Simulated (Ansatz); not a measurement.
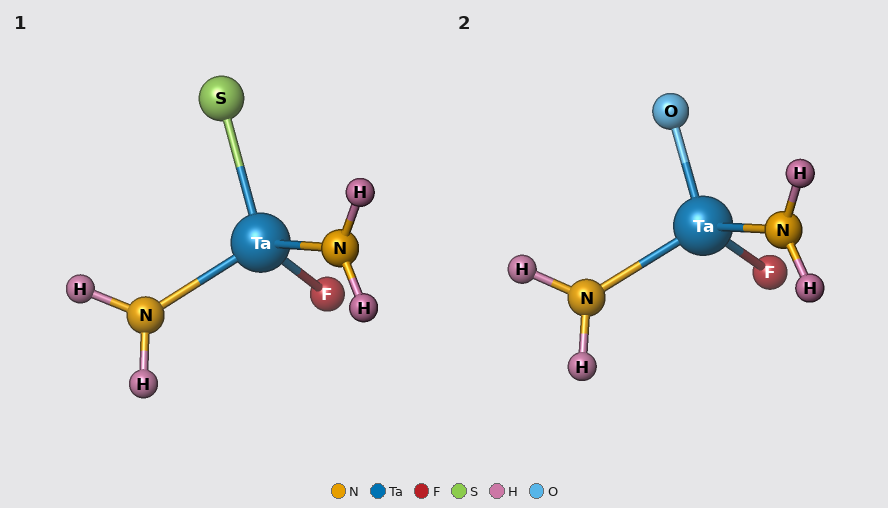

2 molecules with one skeleton, seen from the same side and at one scale. Charge 0, singlet. Computed geometries: PBE0-D4/def2-TZVP optimisations, one conformation each. Properties computed with Ansatz 0.2.0. Elements past Kr carry core potentials.

One atom differs, called X below: S in panel 1, O in panel 2. Their formulas are FH4N2STa (`[NH2][Ta]([NH2])([F])=[S]`), FH4N2OTa (`[NH2][Ta]([NH2])(=[O])[F]`).

In which is the dipole moment larger (PBE0-D4/def2-TZVP)?

In panel 1 (X = S).

In which is the HOMO energy (Kohn–Sham orbital) higher (PBE-D4/def2-TZVPP)?

In panel 1 (X = S).

Give the values. With PBE0-D4/def2-TZVP: length of X–Ta (Å), mean angle N–Ta–X (°), dipole moment (D), harmonic zero-point energy (kJ/mol). With PBE-D4/def2-TZVPP: HOMO energy (Kohn–Sham orbital) (eV), HOMO–LUMO gap (eV).

```csv
quantity,1 (S),2 (O),2 − 1
length of X–Ta (Å),2.163,1.717,−0.446
mean angle N–Ta–X (°),107.8,106.5,−1.3
dipole moment (D),4.58,4.28,−0.30
harmonic zero-point energy (kJ/mol),141.9,146.3,+4.4
HOMO energy (Kohn–Sham orbital) (eV),−6.24,−6.45,−0.21
HOMO–LUMO gap (eV),4.22,5.17,+0.95
```
